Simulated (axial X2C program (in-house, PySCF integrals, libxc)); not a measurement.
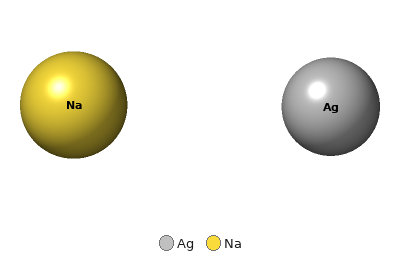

*The molecule at the reference distance of 3.120 Å.*

## Run report: AgNa⁺, relativistic diatomic calculation

AgNa⁺, single determinant with Ω = 1/2. Computed at this level: PBE0, two-component X2C with atomic mean-field Coulomb and Gaunt terms, Ag dyall-cv3z, Na dyall-cv3z (cores contracted) (axial X2C program (in-house, PySCF integrals, libxc)).

## Input
```
{"zs": [47, 11], "q": 1, "bas": ["dyall-cv3z", "dyall-cv3z"], "levels": ["PBE0", "HF", "r2SCAN"], "cc": true, "r0": 2.83, "thr": -1.0, "nmax": 90, "npts": 10, "nst": 2, "ntry": 6}
```

The line is the task of a batch: nuclear charges, charge, bases, the levels to run, a first guess of the distance and further settings. This report covers PBE0 with spin-orbit coupling. The log is that of the reference distance 3.12 Å, started from orbitals converged before.

The run was one of a batch that the task file lists, launched with:
```bash
python <driver script> task.json out
```

## Log
```
two-component X2C + atomic mean field  PBE0
basis functions 222  fitting functions 983  grid points 5088
iter        total energy     max residual
   1      -5475.121729988     1.87e-05
   2      -5475.121729988     1.95e-05
converged
one-electron -7716.32623127  Coulomb 2320.86394651  exact exchange -40.47884786  xc functional -124.02640895  nuclear repulsion 87.68737758  atomic mean-field constant -2.84156600
```

## The points of the curve

```tsv
R (Å)	E (hartree)	dipole (D; origin at the first atom, positive when the second is positive)	highest filled (eV)	lowest empty (eV)
2.714	−5475.118145	9.38	−10.75	−8.16
2.839	−5475.120262	9.90	−10.61	−8.04
2.933	−5475.121160	10.30	−10.51	−7.96
3.026	−5475.121608	10.71	−10.40	−7.87
3.120	−5475.121730	11.13	−10.30	−7.79
3.229	−5475.121529	11.63	−10.18	−7.69
3.338	−5475.121075	12.14	−10.05	−7.59
3.479	−5475.120233	12.81	−9.90	−7.47
3.650	−5475.118953	13.65	−9.71	−7.32
3.900	−5475.116883	14.92	−9.45	−7.11
```

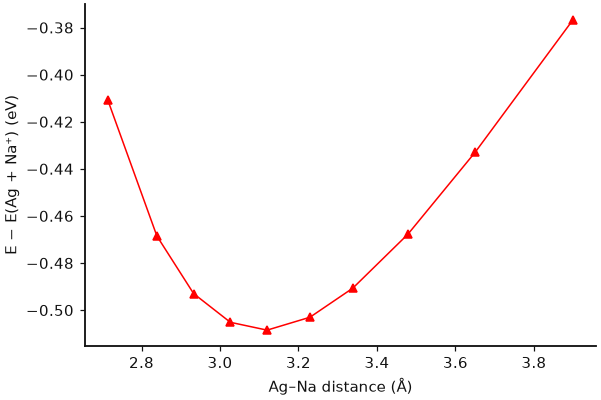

*Energy at 10 bond lengths, for one set of occupations held fixed; the line joins the points.*

A polynomial of degree 6 through 9 points gives rₑ = 3.109 Å, ωₑ = 109.9 cm⁻¹, ωₑxₑ = 0.88 cm⁻¹ and Bₑ = 0.09215 cm⁻¹. The minimum lies 0.51 eV below Ag + Na⁺, each computed as one determinant at the same level.

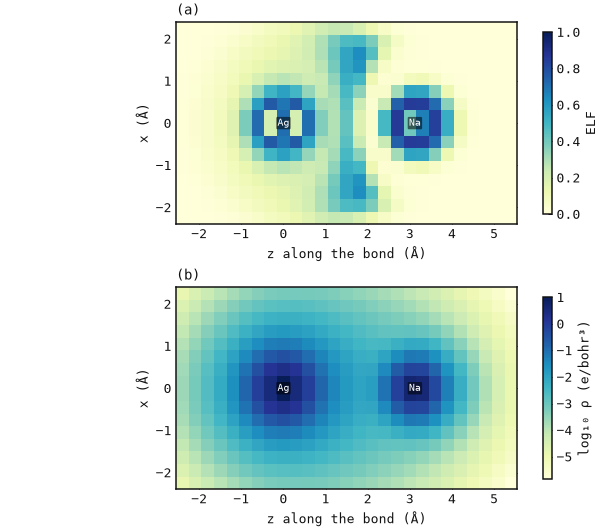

*(a) electron localisation function; (b) electron density on a logarithmic scale, in a plane that holds the axis, at 3.12 Å, on points 0.3 Å apart (one half computed, the other mirrored); the structure near the nuclei is finer than these points.*

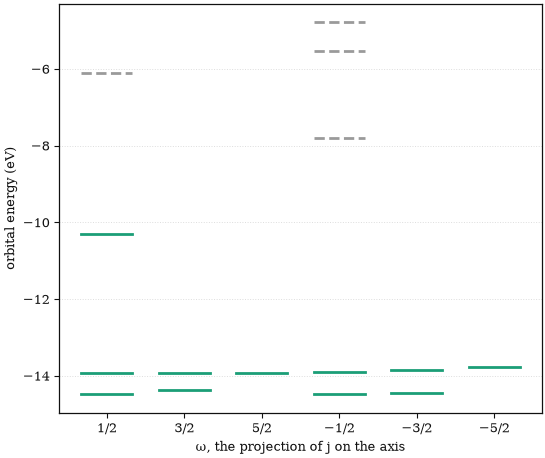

*Orbital energies near the frontier at 3.12 Å, filled (solid) and empty (dashed).*

The highest filled spinor (1/2; 62 % Ag s, 18 % Na s) lies at −10.30 eV, the lowest empty one (−1/2; 62 % Ag s, 22 % Na s) at −7.79 eV.

## Key numbers

- outcome: converged
- bond length rₑ: 3.109 Å
- ωₑ: 109.9 cm⁻¹
- energy at the minimum: −5475.12173 hartree
- depth below the fragments: 0.51 eV
- hardware: 1 thread of Arm Neoverse V1, 24 GiB of memory available, shared host
- wall time: 6.2 s
